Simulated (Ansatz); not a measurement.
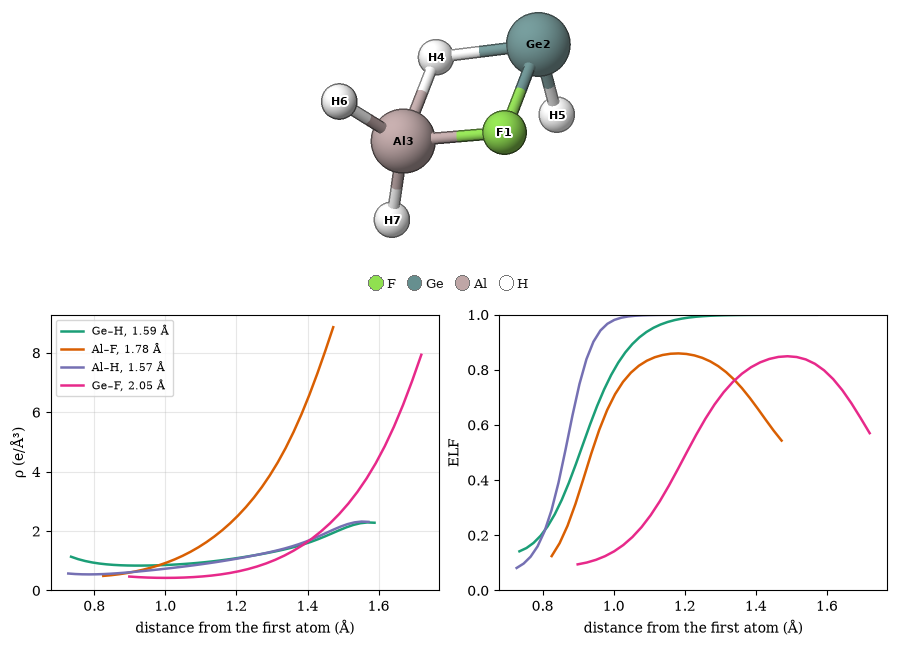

The picture shows: AlFGeH4. Electron density and electron localisation function along straight lines between neighbouring atoms. The curves leave out the atomic cores. The structure is drawn too.

Level of theory: Ansatz 0.2.0, RKS CAM-B3LYP/def2-SVP.

```xyz
7

F    -0.8997   -0.3535    1.0128
Ge   -1.0834   -0.6373   -1.0130
Al    0.7322    0.3586    0.8920
H     0.5354   -0.0691   -0.8529
H    -1.5480    0.8757   -1.1491
H     1.8331   -0.6398    1.4088
H     0.7086    1.9214    1.0560
```

Compare the contacts.

Ge–H (1.59 Å): ρ at the midpoint is about 0.94 e/Å³; the ELF climbs to about 1 towards the hydrogen.
Al–F (1.78 Å): the density is about 0.59 e/Å³ at the midpoint; the ELF peaks at about 0.85 in the valence shell of F, 0.6 Å from its nucleus, and is about 0.30 at the midpoint.
Al–H (1.57 Å): the density is about 0.54 e/Å³ at the midpoint; the ELF climbs to about 1 towards the hydrogen.
Ge–F (2.05 Å): the density is about 0.43 e/Å³ at the midpoint; the ELF peaks at about 0.85 in the valence shell of F, 0.6 Å from its nucleus, and is about 0.15 at the midpoint.
